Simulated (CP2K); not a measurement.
Band structure of Bi (R-3m, 2 atoms in the cell).

```
CELL_PARAMETERS angstrom
      4.81632     0.00000     0.00000
      2.60346     4.05202     0.00000
      2.60346     1.42178     3.79440
ATOMIC_POSITIONS crystal
  Bi 0.23400 0.23400 0.23400
  Bi 0.76600 0.76600 0.76600
```

Level of theory: PBE, GPW, TZVP-MOLOPT-SR-GTH basis, GTH-PBE potentials (GTH_POTENTIALS) run with CP2K 2026.2.

Settings: CUTOFF = 400 Ry; REL_CUTOFF = 60 Ry; SMEAR/METHOD = GAUSSIAN; SIGMA = 0.272 eV; KPOINTS/SCHEME = MONKHORST-PACK 9 9 9; XC_FUNCTIONAL = PBE; Bi/BASIS_SET = TZVP-MOLOPT-SR-GTH-q5; Bi/POTENTIAL = GTH-PBE-q5; METHOD = GPW; EPS_DEFAULT = 1e-10; EXTRAPOLATION = USE_GUESS; NGRIDS = 4; SCF_GUESS = ATOMIC; EPS_SCF = 1e-06.

The starting cell has typed, rounded lattice constants, without a prior relaxation at this level. Its lattice was rescaled by a random factor within 2.5 % of one. Spin-orbit coupling is off. Values carry the incompleteness of an atom-centred basis.

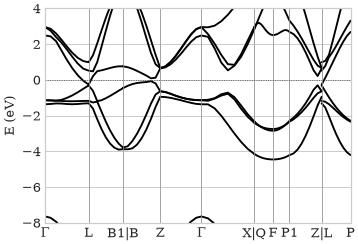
Figure: Bands along the path, energies from the Fermi level.

Levels in eV from the Fermi level, bands 2 to 7:
| point | 2 | 3 | 4 | 5 | 6 | 7 |
|---|---|---|---|---|---|---|
| Γ | -7.64 | -1.36 | -1.14 | -1.14 | 2.49 | 2.96 |
| L | -10.38 | -1.31 | -1.17 | -0.31 | -0.26 | 0.52 |
| B1 | -10.13 | -3.88 | -3.79 | -0.46 | 0.76 | 5.03 |
| Z | -9.79 | -0.94 | -0.64 | -0.64 | 0.64 | 0.66 |
| X | -10.15 | -4.15 | -2.41 | -2.33 | 2.85 | 2.97 |
| F | -9.47 | -4.45 | -2.84 | -2.75 | 2.51 | 4.75 |
| P1 | -9.87 | -4.21 | -2.34 | -2.29 | 2.69 | 3.32 |
| P | -9.87 | -4.21 | -2.34 | -2.29 | 2.69 | 3.32 |

Bands cross the Fermi level along this path, so the cell is metallic at this level.

Higher empty bands are left out: an atom-centred basis made for the valence describes them poorly.
